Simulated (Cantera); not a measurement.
Feed: 1 mol Si, 27 mol HCl, 3.8 mol N2, held at 100 Torr.

Cantera equilibrium calculation (NASA polynomials, part measured and part estimated; ideal gas, pure solids and liquids). Candidate condensed phases: NH4Cl, Si, Si3N4; 28 gas species. The tables' values for SiCl3 are old estimates; treat these amounts as uncertain. Kinetics and transport are ignored.

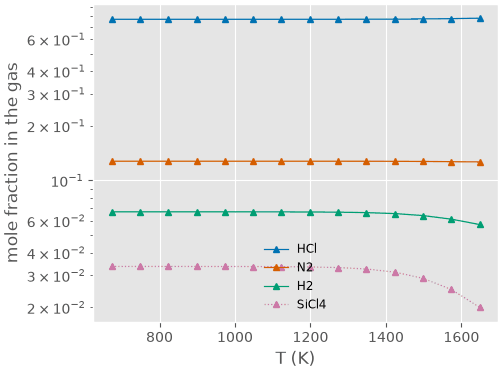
Equilibrium gas composition (values under 1e-9 drawn at 1e-9)

### Question
Read off the mole fractions at 1348 K.

### Answer
HCl about 0.77, N2 about 0.13, H2 about 0.066, SiCl4 about 0.032.
